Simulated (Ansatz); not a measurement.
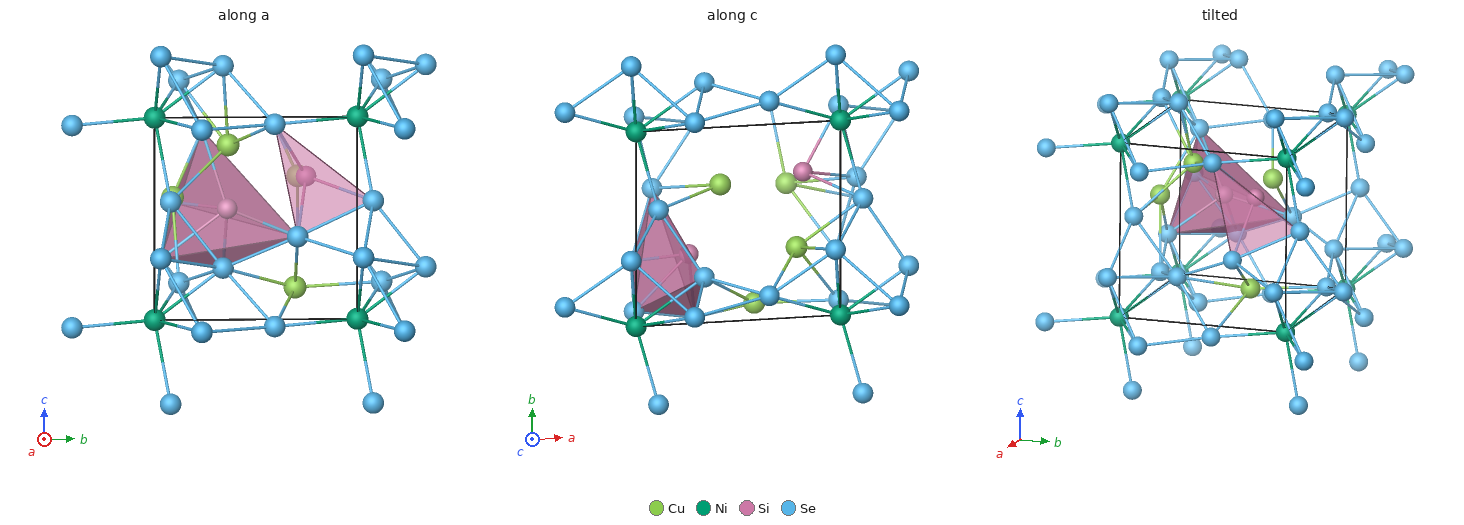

The image is a polyhedral drawing of a crystal, viewed along the a axis, along the c axis and slightly off an axis. One simulation cell is framed, with atoms on its boundary repeated. Some atoms of the next cells are drawn as well. Cell: a = 6.818 Å, b = 6.481 Å, c = 6.459 Å, α = 89.72°, β = 91.44°, γ = 86.77°.

- The stoichiometry is Cu4Si2NiSe7.
- There is no symmetry operation other than the lattice translations (P1).
- The atoms show no order inside the cell.
- Cell content 4 Cu, 2 Si, 1 Ni, 7 Se; Z = 1.

Where the cell comes from: a made-up disordered cell. No relaxation was applied. It was run through Ansatz as a DFT input.

At this level of theory the cell isn't at rest (forces up to 2.3 eV/Å), so its distances can differ from those at equilibrium, the more so the softer the solid.
